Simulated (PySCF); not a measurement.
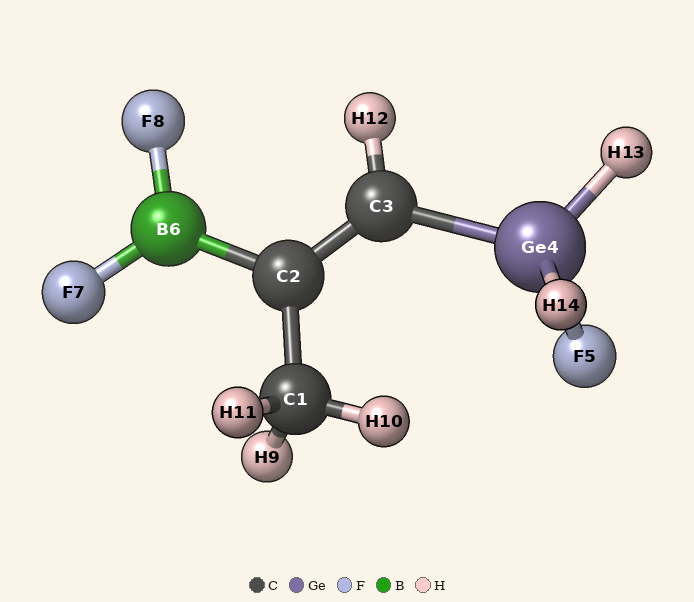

The computed structure is the end point of a GFN2-xTB optimisation. No frequency run is at hand to confirm it as a minimum. Electric field gradients from the ground-state density, B3LYP/pcJ-1 (pcSseg-1 on Ge) (PySCF 2.14.0), non-relativistic apart from any core potentials.

Give the largest field-gradient component, the quadrupole coupling constant and the asymmetry for 73Ge at Ge4 (Q = −196 mb), 11B at B6 (Q = 40.59 mb).

```csv
atom,V_zz (a.u.),e²qQ/h (MHz),η
Ge4,2.156,−99.3,0.16
B6,0.327,3.12,0.73
```

The geometry is semi-empirical. Around B, Ge such bond lengths and angles can be off by a tenth of an ångström or more and by several degrees, and values that hang on the shape move with them.
